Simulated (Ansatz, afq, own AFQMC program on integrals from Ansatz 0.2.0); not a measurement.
**SiGeH₃ (doublet): AFQMC on the coupled-cluster ladder at distance Si1–Ge2 = 2.440 Å, cc-pVDZ**

How near does AFQMC come to the top of the ladder for SiGeH₃ (doublet)?

Method: cc-pVDZ, frozen cores; program: Ansatz 0.2.0, Gaussian basis, and an in-house AFQMC program (afq) on its integrals; all values are calculated.

Plan: PBE (unrestricted); r2SCAN (unrestricted); PBE0 (unrestricted); B3LYP (unrestricted); wB97M-V (unrestricted); B2PLYP (unrestricted); CCSD(T) on UHF; Phaseless AFQMC, CISD trial on UHF; Phaseless AFQMC, single-determinant trial on UHF; Free-projection AFQMC, CISD trial on UHF.

2 further runs of the same task are left out: 1 for a known fault of the program, 1 that didn't finish.

### Step 1. The geometry

The geometry derives from a PBE0/def2-TZVP stationary point (not a proven minimum). One bond is set to the value named and the two fragments are kept rigid. No spin-orbit coupling is included. The filled d shell of Ge may be among the frozen orbitals whatever the setting's name suggests; the logs give the count.

5 atoms, charge 0, spin multiplicity 2.

Atoms are counted from 1 here; the program's logs count them from 0.

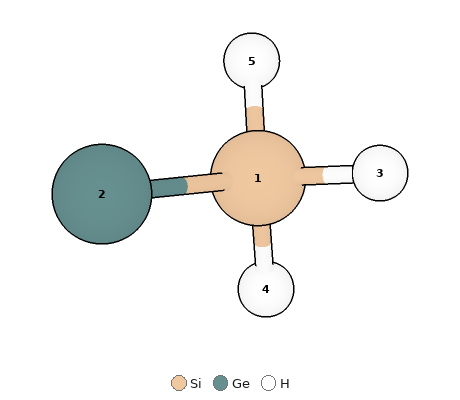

The structure; silicon light orange, germanium teal, hydrogen white; atoms are numbered from 1 in the order of the file.

### Step 2. PBE (unrestricted)

in.yaml

```yaml
crystal:
  periodic: [false, false, false]
  atoms:
    - {symbol: Si, position_ang: [-0.005941, 0.000000, 1.692878]}
    - {symbol: Ge, position_ang: [-0.001466, 0.000000, -0.747359]}
    - {symbol: H, position_ang: [1.461722, -0.000031, 1.996378]}
    - {symbol: H, position_ang: [-0.595235, 1.204279, 2.346671]}
    - {symbol: H, position_ang: [-0.595286, -1.204254, 2.346671]}
basis:
  gaussian: {orbitals: cc-pVDZ}
magnetization: {spin_polarized: true, initial_magnetization: 1}
hamiltonian: {xc: {name: PBE}}
output: {orbitals: {seedname: orbitals}}
```

The run is started by

```console
$ ansatz run in.yaml --threads 1 --pin off --events-out ev --progress --plain --max-ram 1382MiB
```

The program printed:

```text
Functional definition: PBE
  name "PBE"
  cite "Perdew, Burke & Ernzerhof, Phys. Rev. Lett. 77, 3865 (1996) doi:10.1103/PhysRevLett.77.3865"
  parent pbe
  parameter kappa = 0.804
  parameter beta = 0.06672455060314922
  exchange = pbe_x(kappa = kappa, mu = beta*pi^2/3)
  correlation = pbe_c(beta = beta)
787 factors; their error is unknown
mean field evaluation 1: about -64427.7360 eV, gradient 1.2e1 eV
mean field evaluation 2: about -64425.3497 eV, gradient 1.9e1 eV
mean field evaluation 4: about -64429.0985 eV, gradient 8.9e-1 eV
mean field evaluation 8: about -64429.0945 eV, gradient 1.7e-2 eV
mean field evaluation 16: about -64429.0945 eV, gradient 6.1e-5 eV
mean field evaluation 32: about -64428.9988 eV, gradient 7.2e-2 eV
mean field -64429.09448683 eV, -2367.7255507821 hartree, gradient 2.8e-6 eV, S^2 0.752457; 6 other end points of the search recorded, 0 dependent functions left out
reference -64429.09452019 eV, -2367.7255520083 hartree; 25, 24 occupied and 35, 36 virtual orbitals, 787 factors
Total energy: -64429.09452019 eV, -2367.7255520083 hartree
```

Wall time 6.5 s (1 thread of Arm Neoverse V2, shared host).

From the report: ⟨S²⟩ of the determinant 0.752 (pure doublet: 0.75).

### Step 3. r2SCAN (unrestricted)

Changes to in.yaml since step 2:

```diff
@@ -11,3 +11,2 @@
 magnetization: {spin_polarized: true, initial_magnetization: 1}
-hamiltonian: {xc: {name: PBE}}
-output: {orbitals: {seedname: orbitals}}
+hamiltonian: {xc: {name: r2SCAN}}
```

Same command.

The program printed, shortened:

```text
Functional definition: r2SCAN
  name "r2SCAN"
  cite "Furness, Kaplan, Ning, Perdew & Sun, J. Phys. Chem. Lett. 11, 8208 (2020) doi:10.1021/acs.jpclett.0c02405"
  cite "Furness, Kaplan, Ning, Perdew & Sun, J. Phys. Chem. Lett. 11, 9248 (2020) doi:10.1021/acs.jpclett.0c03077"
  parent r2scan
[...]
787 factors; their error is unknown
[...]
mean field -64440.73745992 eV, -2368.1534221513 hartree, gradient 9.6e-6 eV, S^2 0.755040; 6 other end points of the search recorded, 0 dependent functions left out
reference -64440.73747068 eV, -2368.1534225468 hartree; 25, 24 occupied and 35, 36 virtual orbitals, 787 factors
Total energy: -64440.73747068 eV, -2368.1534225468 hartree
```

Run time: 18 s. Hardware: 1 thread of Arm Neoverse V2, shared host.

From the report: ⟨S²⟩ of the determinant 0.755 (pure doublet: 0.75).

### Step 4. PBE0 (unrestricted)

Changes to in.yaml since step 3:

```diff
@@ -11,2 +11,3 @@
 magnetization: {spin_polarized: true, initial_magnetization: 1}
-hamiltonian: {xc: {name: r2SCAN}}
+hamiltonian: {xc: {name: PBE0}}
+output: {orbitals: {seedname: orbitals}}
```

Same command.

The program printed, shortened:

```text
Functional definition: PBE0
  name "PBE0"
  cite "Adamo & Barone, J. Chem. Phys. 110, 6158 (1999) doi:10.1063/1.478522"
  cite "Perdew, Burke & Ernzerhof, Phys. Rev. Lett. 77, 3865 (1996) doi:10.1103/PhysRevLett.77.3865"
  parent pbe
[...]
640 factors; integrals over basis functions are off by at most 1.2e-3 eV
[...]
mean field -64431.42570030 eV, -2367.8112212971 hartree, gradient 5.0e-6 eV, S^2 0.753499; 3 other end points of the search recorded, 0 dependent functions left out
reference -64431.42572543 eV, -2367.8112222205 hartree; 25, 24 occupied and 35, 36 virtual orbitals, 640 factors
Total energy: -64431.42572543 eV, -2367.8112222205 hartree
```

Wall time 5.5 s (1 thread of Arm Neoverse V2, shared host).

From the report: ⟨S²⟩ of the determinant 0.753 (pure doublet: 0.75).

### Step 5. B3LYP (unrestricted)

Changes to in.yaml since step 4:

```diff
@@ -11,3 +11,2 @@
 magnetization: {spin_polarized: true, initial_magnetization: 1}
-hamiltonian: {xc: {name: PBE0}}
-output: {orbitals: {seedname: orbitals}}
+hamiltonian: {xc: {name: B3LYP}}
```

The command is unchanged.

The program printed, shortened:

```text
Functional definition: B3LYP
  name "B3LYP"
  cite "Stephens, Devlin, Chabalowski & Frisch, J. Phys. Chem. 98, 11623 (1994) doi:10.1021/j100096a001"
  cite "Becke, Phys. Rev. A 38, 3098 (1988) doi:10.1103/PhysRevA.38.3098"
  cite "Lee, Yang & Parr, Phys. Rev. B 37, 785 (1988) doi:10.1103/PhysRevB.37.785"
  cite "Vosko, Wilk & Nusair, Can. J. Phys. 58, 1200 (1980) doi:10.1139/p80-159"
[...]
640 factors; integrals over basis functions are off by at most 1.2e-3 eV
[...]
mean field -64443.88413591 eV, -2368.2690603610 hartree, gradient 3.8e-6 eV, S^2 0.752282; 6 other end points of the search recorded, 0 dependent functions left out
reference -64443.88436384 eV, -2368.2690687376 hartree; 25, 24 occupied and 35, 36 virtual orbitals, 640 factors
Total energy: -64443.88436384 eV, -2368.2690687376 hartree
```

It took 8 s on 1 thread of Arm Neoverse V2, shared host.

From the report: ⟨S²⟩ of the determinant 0.752 (pure doublet: 0.75).

### Step 6. wB97M-V (unrestricted)

Changes to in.yaml since step 5:

```diff
@@ -11,2 +11,3 @@
 magnetization: {spin_polarized: true, initial_magnetization: 1}
-hamiltonian: {xc: {name: B3LYP}}
+hamiltonian: {xc: {name: wB97M-V}}
+output: {orbitals: {seedname: orbitals}}
```

Launched as before.

The program printed, shortened:

```text
Functional definition: wB97M-V
  name "wB97M-V"
  cite "Mardirossian & Head-Gordon, J. Chem. Phys. 144, 214110 (2016) doi:10.1063/1.4952647"
  cite "Becke, J. Chem. Phys. 107, 8554 (1997) doi:10.1063/1.475007"
  cite "Vydrov & Van Voorhis, J. Chem. Phys. 133, 244103 (2010) doi:10.1063/1.3521275"
  # Of w^i u^j: cxij and so on, Table III.
[...]
  gx(w, u) = 1 - cx + cx01*u + cx10*w
  gss(w, u) = css00 + css04*u^4 + css10*w + css20*w^2 + css43*w^4*u^3
  gos(w, u) = cos00 + cos10*w + (cos20 + cos21*u)*w^2 + (cos60 + cos61*u)*w^6
[...]
      + integral(e_c_pw_mod_opposite_spin*gos(b97_w_opposite, b97_u_opposite)) + vv10(b, c)
640 factors; integrals over basis functions are off by at most 1.2e-3 eV
204 factors; integrals over basis functions are off by at most 7.3e-6 eV
[...]
mean field -64437.95961710 eV, -2368.0513383107 hartree, gradient 2.6e-6 eV, S^2 0.752409; 3 other end points of the search recorded, 0 dependent functions left out
reference -64437.95965350 eV, -2368.0513396482 hartree; 25, 24 occupied and 35, 36 virtual orbitals, 640 factors
Total energy: -64437.95965350 eV, -2368.0513396482 hartree
```

It took 23 s on 1 thread of Arm Neoverse V2, shared host; peak memory 0.28 GiB.

From the report: ⟨S²⟩ of the determinant 0.752 (pure doublet: 0.75).

### Step 7. B2PLYP (unrestricted)

Changes to in.yaml since step 6:

```diff
@@ -11,3 +11,3 @@
 magnetization: {spin_polarized: true, initial_magnetization: 1}
-hamiltonian: {xc: {name: wB97M-V}}
-output: {orbitals: {seedname: orbitals}}
+hamiltonian: {xc: {name: B2PLYP}}
+correlation: {electrons: outside_noble_gas}
```

Same command.

The program printed, shortened:

```text
Functional definition: B2PLYP
  name "B2PLYP"
  cite "Grimme, J. Chem. Phys. 124, 034108 (2006) doi:10.1063/1.2148954"
  cite "Becke, Phys. Rev. A 38, 3098 (1988) doi:10.1103/PhysRevA.38.3098"
  cite "Lee, Yang & Parr, Phys. Rev. B 37, 785 (1988) doi:10.1103/PhysRevB.37.785"
[...]
640 factors; integrals over basis functions are off by at most 1.2e-3 eV
[...]
mean field -64425.47927437 eV, -2367.5926941747 hartree, gradient 7.9e-6 eV, S^2 0.754530; 4 other end points of the search recorded, 0 dependent functions left out
19 core orbitals not correlated: weight in the atoms' cores, before any rotation towards them, 1.000 or more for the frozen orbitals, at most 0.000 for the correlated occupied ones
reference -64425.47942002 eV, -2367.5926995275 hartree; 6, 5 occupied and 35, 36 virtual orbitals, 640 factors
second order -5.50889738 eV of doubles, -0.00000000 eV of singles
Total energy: -64426.96682232 eV, -2367.6473605535 hartree
```

It took 5.5 s on 1 thread of Arm Neoverse V2, shared host.

From the report: ⟨S²⟩ of the determinant 0.755 (pure doublet: 0.75).

### Step 8. CCSD(T) on UHF

Changes to in.yaml since step 7:

```diff
@@ -11,3 +11,2 @@
 magnetization: {spin_polarized: true, initial_magnetization: 1}
-hamiltonian: {xc: {name: B2PLYP}}
-correlation: {electrons: outside_noble_gas}
+correlation: {method: ccsd_t, electrons: outside_noble_gas, hamiltonian_folder: ham}
```

Launched as before.

The program printed, shortened:

```text
Functional definition: HF
  name "HF"
  cite "Fock, Z. Phys. 61, 126 (1930) doi:10.1007/BF01340294"
  parent pbe
[...]
640 factors; integrals over basis functions are off by at most 1.2e-3 eV
[...]
mean field -64381.17974657 eV, -2365.9647165553 hartree, gradient 1.5e-6 eV, S^2 0.808646; 15 other end points of the search recorded, 0 dependent functions left out
determinant -64381.17974657 eV, -2365.9647165553 hartree, with singles and doubles -64386.64709692 eV, -2366.1656379748 hartree
determinant -64381.08988549 eV, -2365.9614142218 hartree, with singles and doubles -64386.56464084 eV, -2366.1626077700 hartree
determinant -64379.80837415 eV, -2365.9143195485 hartree, with singles and doubles -64384.97476964 eV, -2366.1041810809 hartree
determinant -64379.72953806 eV, -2365.9114223757 hartree, with singles and doubles -64384.97962701 eV, -2366.1043595861 hartree
[...]
determinant -64378.65479587 eV, -2365.8719263288 hartree, with singles and doubles -64384.13831133 eV, -2366.0734418049 hartree
determinant -64378.44986235 eV, -2365.8643951608 hartree, with singles and doubles -64383.94390314 eV, -2366.0662974357 hartree
determinant -64381.17974657 eV, -2365.9647165553 hartree, with singles and doubles -64386.65358245 eV, -2366.1658763137 hartree
determinant -64381.08988549 eV, -2365.9614142218 hartree, with singles and doubles -64386.56452022 eV, -2366.1626033371 hartree
19 core orbitals not correlated: weight in the atoms' cores, before any rotation towards them, 1.000 or more for the frozen orbitals, at most 0.000 for the correlated occupied ones
reference -64381.17974657 eV, -2365.9647165553 hartree; 6, 5 occupied and 35, 36 virtual orbitals, 640 factors
second order -4.30041755 eV of doubles, -0.00000000 eV of singles
cycle   1  -5.47383887 eV  change   -3.0e-6 eV  update   4.9e-6
perturbative correction -0.13967965 eV, -0.0051331324 hartree
Total energy: -64386.79326508 eV, -2366.1710095558 hartree
```

Wall time 15 s (1 thread of Arm Neoverse V2, shared host).

From the report: ⟨S²⟩ of the determinant 0.809 (pure doublet: 0.75); correlation -5.6135 eV; T1 0.032; largest double amplitude 0.06.

This run also writes the integrals to the folder ham.

### Step 9. Phaseless AFQMC, CISD trial on UHF

It reads the integrals that the CCSD(T) run on this determinant wrote.

The run is started by

```console
$ afq ham --method phaseless --trial cisd --walkers 60 --populations 1 --least-time 40 --time-step 0.005 --steps-per-block 50 --equilibration-blocks 28 --max-blocks 300 --target-error 0.0004 --factor-cut 1e-05 --start spin_pure --seed 6451 --release-times 0.24,0.51,0.99,1.62,2.4 --release-step 0.03 --release-every 4 --taylor-order 6
```

The program printed:

```text
orbitals 41  electrons 6 5  factors 314 of 640
reference energy -2365.96471656 Eh
CCSD correlation -0.20115973 Eh in 16 cycles, weight of the determinant in the CISD state 0.8535
energy of the start -2366.162438 Eh
 block  time / (1/Eh)  mean weight  energy / Eh
     1     0.250  0.9987  -2366.160488
     2     0.500  1.0013  -2366.161769
     3     0.750  0.9997  -2366.163865
     4     1.000  1.0003  -2366.165679
     5     1.250  0.9988  -2366.165888
     6     1.500  1.0008  -2366.167284
     7     1.750  0.9994  -2366.168654
     8     2.000  0.9999  -2366.170551
     9     2.250  0.9997  -2366.168561
    10     2.500  1.0011  -2366.171795
    15     3.750  0.9997  -2366.174947
    22     5.500  0.9983  -2366.174876
    29     7.250  0.9999  -2366.174354
    36     9.000  1.0000  -2366.173971
    43    10.750  0.9999  -2366.180368
    50    12.500  0.9966  -2366.171740
    57    14.250  1.0003  -2366.175436
    64    16.000  1.0002  -2366.177282
    71    17.750  1.0004  -2366.170839
    78    19.500  1.0008  -2366.167813
    85    21.250  1.0015  -2366.171866
    92    23.000  1.0009  -2366.169068
    99    24.750  0.9982  -2366.174369
   106    26.500  0.9994  -2366.169646
   113    28.250  0.9985  -2366.174707
   120    30.000  1.0023  -2366.177220
   127    31.750  0.9998  -2366.178402
   134    33.500  1.0003  -2366.171938
   141    35.250  1.0000  -2366.170603
   148    37.000  0.9988  -2366.173857
   155    38.750  0.9995  -2366.169262
   162    40.500  1.0017  -2366.166325
   169    42.250  0.9998  -2366.170342
   176    44.000  0.9995  -2366.172819
   183    45.750  0.9987  -2366.170653
   190    47.500  1.0003  -2366.172032
   197    49.250  1.0001  -2366.173759
   204    51.000  0.9981  -2366.170057
   211    52.750  0.9995  -2366.172140
   218    54.500  1.0023  -2366.170440
   225    56.250  1.0007  -2366.168380
   232    58.000  0.9992  -2366.170293
   239    59.750  1.0000  -2366.172730
   246    61.500  1.0016  -2366.166460
   253    63.250  0.9987  -2366.168814
   260    65.000  1.0013  -2366.173697
   267    66.750  1.0041  -2366.169114
   274    68.500  0.9990  -2366.166847
   281    70.250  1.0000  -2366.172671
   288    72.000  0.9987  -2366.170742
   295    73.750  0.9995  -2366.172164
   302    75.500  1.0005  -2366.170516
   309    77.250  0.9998  -2366.173389
   316    79.000  1.0002  -2366.174844
blocks merged  error / Eh  count
     1  0.000197  290
     2  0.000255  145
     4  0.000316  72
     8  0.000360  36
    16  0.000365  18
    32  0.000406  9
released: time / (1/Eh)  energy / Eh  error  mean overlap
  0.24  -2366.172271  0.000423  0.9953
  0.51  -2366.172214  0.000307  0.9982
  0.99  -2366.172043  0.000351  1.0047
  1.62  -2366.172355  0.000418  0.9974
  2.40  -2366.172892  0.000448  0.9606
energy -2366.171785 +/- 0.000365 Eh
```

Wall time 7.7 min (1 thread of Arm Neoverse V2, shared host).

Energy -64386.8144 ± 0.0099 eV. Caveats: constraint bias not in the error.

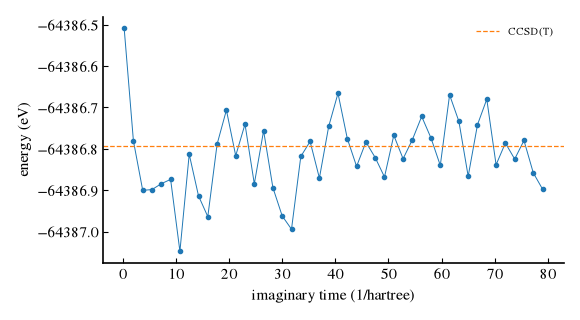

Block energies along the walk.

### Step 10. Phaseless AFQMC, single-determinant trial on UHF

It reads the integrals that the CCSD(T) run on this determinant wrote.

The run is started by

```console
$ afq ham --method phaseless --trial hf --walkers 120 --populations 1 --least-time 40 --time-step 0.005 --steps-per-block 20 --equilibration-blocks 112 --max-blocks 600 --target-error 0.0012000000000000001 --factor-cut 1e-05 --start spin_pure --seed 5395 --taylor-order 6
```

The program printed:

```text
orbitals 41  electrons 6 5  factors 314 of 640
reference energy -2365.96471656 Eh
CCSD correlation -0.20115973 Eh in 16 cycles, weight of the determinant in the CISD state 0.8535
energy of the start -2365.965395 Eh
 block  time / (1/Eh)  mean weight  energy / Eh
     1     0.100  1.0016  -2365.995334
     2     0.200  1.0018  -2366.019730
     3     0.300  1.0007  -2366.040473
     4     0.400  1.0000  -2366.056582
     5     0.500  1.0005  -2366.068835
     6     0.600  1.0001  -2366.078858
     7     0.700  1.0003  -2366.094591
     8     0.800  1.0013  -2366.102394
     9     0.900  1.0018  -2366.113796
    10     1.000  1.0009  -2366.117315
    18     1.800  1.0015  -2366.148159
    35     3.500  1.0001  -2366.162801
    52     5.200  0.9997  -2366.172564
    69     6.900  1.0018  -2366.180218
    86     8.600  0.9999  -2366.193848
   103    10.300  0.9991  -2366.166015
   120    12.000  1.0009  -2366.159907
   137    13.700  0.9986  -2366.170652
   154    15.400  0.9986  -2366.174250
   171    17.100  1.0008  -2366.170668
   188    18.800  1.0002  -2366.190108
   205    20.500  1.0017  -2366.188161
   222    22.200  1.0011  -2366.178948
   239    23.900  0.9995  -2366.194247
   256    25.600  0.9997  -2366.172271
   273    27.300  0.9988  -2366.210970
   290    29.000  0.9964  -2366.179220
   307    30.700  0.9972  -2366.164250
   324    32.400  1.0003  -2366.173823
   341    34.100  1.0003  -2366.194260
   358    35.800  0.9993  -2366.151689
   375    37.500  1.0011  -2366.168422
   392    39.200  0.9987  -2366.179595
   409    40.900  1.0008  -2366.152727
   426    42.600  0.9999  -2366.164090
   443    44.300  0.9990  -2366.179202
   460    46.000  1.0015  -2366.168126
   477    47.700  1.0009  -2366.169854
   494    49.400  1.0014  -2366.191005
   511    51.100  1.0000  -2366.184887
   528    52.800  1.0009  -2366.168388
   545    54.500  1.0010  -2366.163749
   562    56.200  1.0008  -2366.171075
   579    57.900  1.0024  -2366.180043
   596    59.600  1.0013  -2366.165806
   613    61.300  0.9995  -2366.156620
   630    63.000  1.0007  -2366.185841
   647    64.700  0.9989  -2366.158577
   664    66.400  1.0021  -2366.157387
   681    68.100  1.0003  -2366.171444
   698    69.800  1.0004  -2366.178233
blocks merged  error / Eh  count
     1  0.000559  600
     2  0.000765  300
     4  0.001032  150
     8  0.001330  75
    16  0.001559  37
    32  0.001928  18
    64  0.002055  9
energy -2366.174551 +/- 0.001928 Eh
```

Wall time 4.5 min (1 thread of Arm Neoverse V2, shared host).

Energy -64386.8896 ± 0.0525 eV. Caveats: constraint bias not in the error; error above the target.

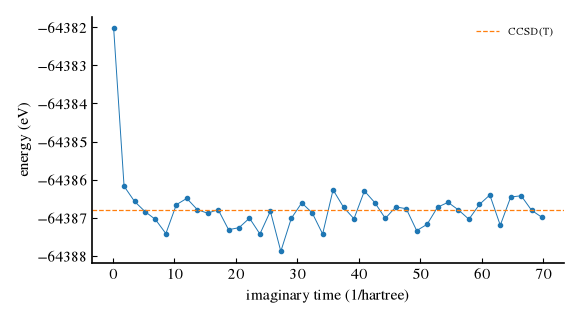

Block energies along the walk.

### Step 11. Free-projection AFQMC, CISD trial on UHF

It reads the integrals that the CCSD(T) run on this determinant wrote.

The run is started by

```console
$ afq ham --method free --trial cisd --walkers 60 --time-step 0.03 --max-blocks 80 --target-error 0.0004 --factor-cut 1e-05 --seed 7490 --times 0,0.21,0.42,0.81,1.2,1.8,2.4,3 --taylor-order 8
```

The program printed:

```text
orbitals 41  electrons 6 5  factors 314 of 640
reference energy -2365.96471656 Eh
CCSD correlation -0.20115973 Eh in 16 cycles, weight of the determinant in the CISD state 0.8535
repeat  energy at the last time / Eh  error
    10  -2366.172415  0.001113
    20  -2366.172695  0.000690
    30  -2366.172235  0.000530
    40  -2366.172091  0.000462
    50  -2366.171814  0.000409
    60  -2366.171767  0.000371
time / (1/Eh)  energy / Eh  error  mean overlap
  0.00  -2366.165834  0.000154  1.1716
  0.21  -2366.167815  0.000163  1.1759
  0.42  -2366.169321  0.000205  1.1759
  0.81  -2366.170851  0.000207  1.1677
  1.20  -2366.171821  0.000249  1.1528
  1.80  -2366.171652  0.000279  1.1934
  2.40  -2366.172259  0.000347  1.1865
  3.00  -2366.171869  0.000381  1.1805
energy -2366.171869 +/- 0.000381 Eh
```

Run time: 3.3 min. Hardware: 1 thread of Arm Neoverse V2, shared host.

Energy -64386.8166 ± 0.0104 eV. Caveats: remainder of the start not in the error.

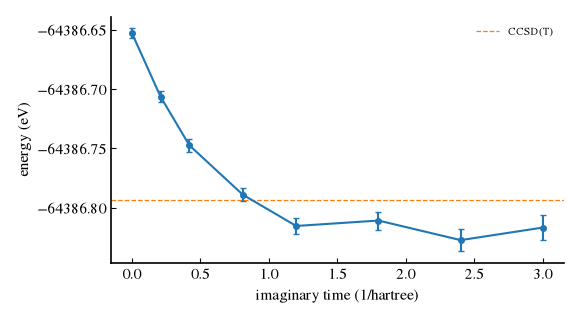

Energy against projection time, with error bars.

### Step 12. AFQMC on the ladder

On the UHF determinant, counted from CCSD(T) (a yardstick, not exact):

| level | energy (eV) | from CCSD(T) (kcal/mol) | statistical error (kcal/mol) | time |
| --- | --- | --- | --- | --- |
| HF | -64381.1797 | +129.45 |  |  |
| MP2 | -64385.4802 | +30.28 |  |  |
| CCSD | -64386.6536 | +3.22 |  |  |
| CCSD(T) | -64386.7933 | 0.00 |  |  |
| Phaseless AFQMC, CISD trial, step 0.005, 60 walkers | -64386.8144 | -0.49 | 0.23 | 7.7 min |
| Phaseless AFQMC, single-determinant trial, step 0.005, 120 walkers | -64386.8896 | -2.22 | 1.21 | 4.5 min |
| Free-projection AFQMC, CISD trial, step 0.03, 60 walkers | -64386.8166 | -0.54 | 0.24 | 3.3 min |

The functionals' totals stand on their own zeros and serve differences with other points: PBE -64429.095 eV; r2SCAN -64440.737 eV; PBE0 -64431.426 eV; B3LYP -64443.884 eV; wB97M-V -64437.960 eV; B2PLYP -64426.967 eV.

### Step 13. Summary of results

```
                                                     quantity                  value
              Phaseless AFQMC, CISD trial on UHF from CCSD(T)  -0.49 ± 0.23 kcal/mol
Phaseless AFQMC, single-determinant trial on UHF from CCSD(T)  -2.22 ± 1.21 kcal/mol
        Free-projection AFQMC, CISD trial on UHF from CCSD(T)  -0.54 ± 0.24 kcal/mol
```

What this shows: On UHF the phaseless walk with the CISD trial lies -0.49 kcal/mol from CCSD(T), within three error bars. Free projection has no constraint; at the last time it gives -0.54 ± 0.24 kcal/mol, and from a start that isn't spin pure other spins can mix in. Error bars are statistical and leave out the constraint, the time step and what remains of the start.
